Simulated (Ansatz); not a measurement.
**GeH7N2 (SMILES N[NH2+][GeH3]) (charge +1): density, localisation and related maps**

```yaml
atoms:
  - { symbol: Ge, position_ang: [0.5004, -0.8773, 1.0484] }
  - { symbol: N, position_ang: [-0.7402, 0.1948, -1.2611] }
  - { symbol: N, position_ang: [0.1664, 0.6352, -0.2431] }
  - { symbol: H, position_ang: [-0.8491, 0.9321, -1.9619] }
  - { symbol: H, position_ang: [-1.6527, 0.0344, -0.8293] }
  - { symbol: H, position_ang: [-0.1087, 1.5072, 0.2423] }
  - { symbol: H, position_ang: [1.0668, 0.8376, -0.6985] }
  - { symbol: H, position_ang: [-0.9296, -1.2023, 1.4526] }
  - { symbol: H, position_ang: [1.1983, -1.8764, 0.1441] }
  - { symbol: H, position_ang: [1.3484, -0.1854, 2.1065] }
```

Geometry: r2SCAN-D4/def2-SVP.

Theory: isolated molecule in a Gaussian basis; Kohn-Sham density functional theory, functional PBE0 in Ansatz.

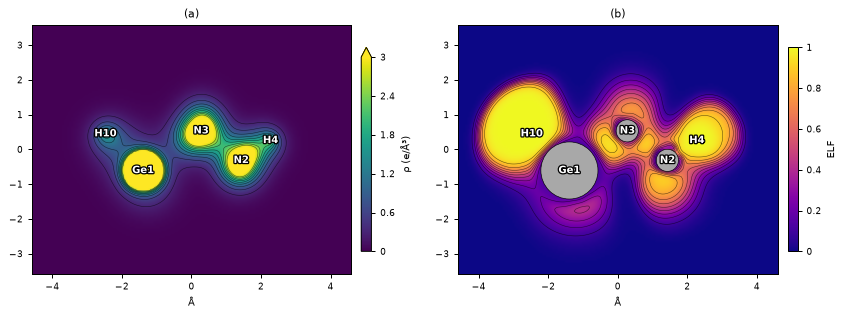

Figure 1. (a) electron density; (b) ELF on the plane of atoms Ge1, N3 and N2. Grey discs cover the atomic cores in the ELF map.

**Interpret the plot.**

Atoms in the plane: Ge, N and H.
N–N (1.43 Å): ρ at the midpoint is about 2.1 e/Å³; the ELF peaks at about 0.90 between the atoms (localised, covalent bonding).
Ge–N (2.02 Å): the density is about 0.69 e/Å³ at the midpoint; the ELF peaks at about 0.95 in the valence shell of N, 0.7 Å from its nucleus, and is about 0.55 at the midpoint.
N–H (1.02 Å): ρ is about 2.9 e/Å³ halfway; the ELF climbs to about 1 towards the hydrogen, as it does in any bond to H; a covalent bond by its length.
Ge–H (1.52 Å): the density is about 1.1 e/Å³ at the midpoint; the ELF climbs to about 1 towards the hydrogen.

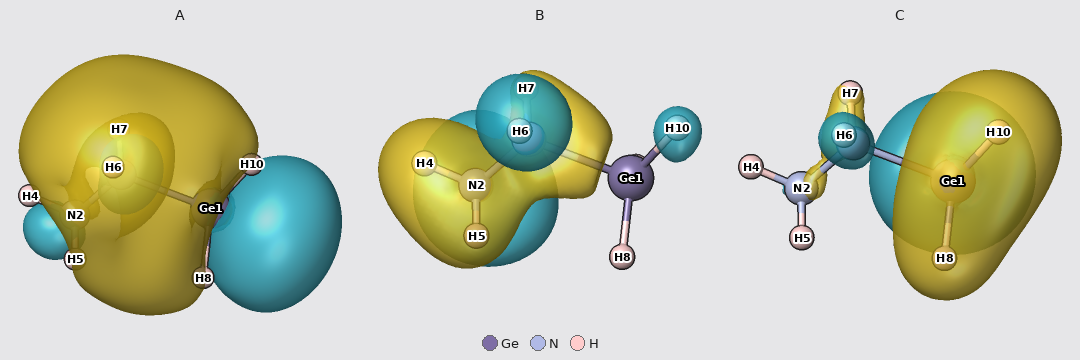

Figure 2. Three frontier orbitals at ±0.06 Å⁻³ᐟ² (yellow and cyan are the two phases), in no order.

**Order the three orbitals by energy and name them.**

C is the HOMO−1 (−15.15 eV). By Hirshfeld shares it lies mainly on Ge1 (about 45 %), H9 (about 30 %) and H10 (about 15 %). B is the HOMO (−13.48 eV). Its weight (Hirshfeld) is mainly on N2 (about 70 %) and N3 (about 10 %); largely a lone pair of N2. A is the LUMO (−5.67 eV). By Hirshfeld shares it lies mainly on Ge1 (about 45 %), N3 (about 10 %), H6 (about 10 %) and H7 (about 10 %).

**What is the HOMO–LUMO gap?**

7.81 eV between the orbital energies.

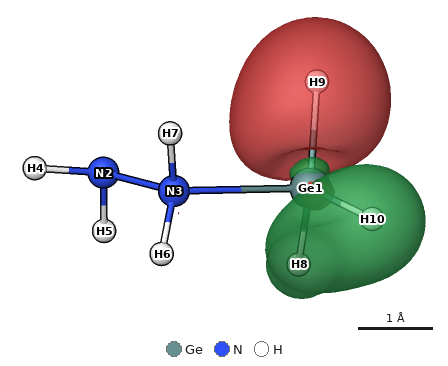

Figure 3. The HOMO−1 at ±0.15 Å⁻³ᐟ² (green and red are the two phases), seen from one side.

**What is the character of this orbital?**

Its weight (Hirshfeld) is mainly on Ge1 (about 45 %), H9 (about 30 %) and H10 (about 15 %). Its energy is −15.15 eV.
